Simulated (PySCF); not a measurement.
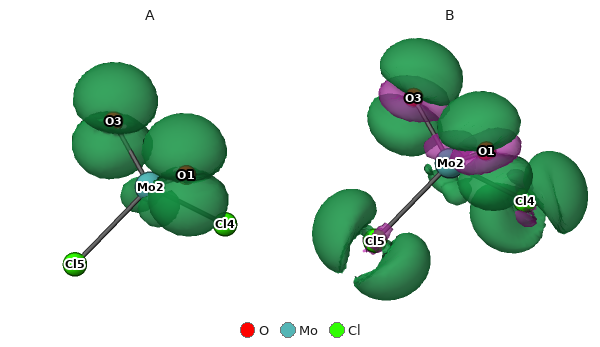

*Cl2MoO2, SMILES `O=[Mo](=O)(Cl)Cl`. The Fukui function f⁻ from two separate SCF calculations and the density of the HOMO, at ±0.02 e/Å³ (green positive, purple negative).*

Method: BP86/def2-SVPD; geometry: GFN2-xTB; program: PySCF. Core potentials replace the inner electrons of Mo; spin–orbit coupling isn't included. This is a single-reference result, which may miss multireference character in this system. No frequency check shows the geometry to be a minimum. GFN2-xTB bond lengths at metals and heavier atoms can be off by up to 0.1 Å and shapes distorted, which carries into these values.

> Which panel is which, and how good is the frozen-orbital picture?

B is f⁻ (it has negative regions), A the HOMO density. The HOMO lies on O1 and O3 (43 % each) and Mo2 (11 %); f⁻ (Hirshfeld-condensed) is largest on Cl4 and Cl5 (0.23 each), O1 and O3 (0.20 each) and Mo2 (0.14); the vertical ionisation energy is 11.62 eV (the stability of the cation's solution wasn't checked). Relaxation shifts 48 % of the electron between atoms. The orbital energy is −8.42 eV.
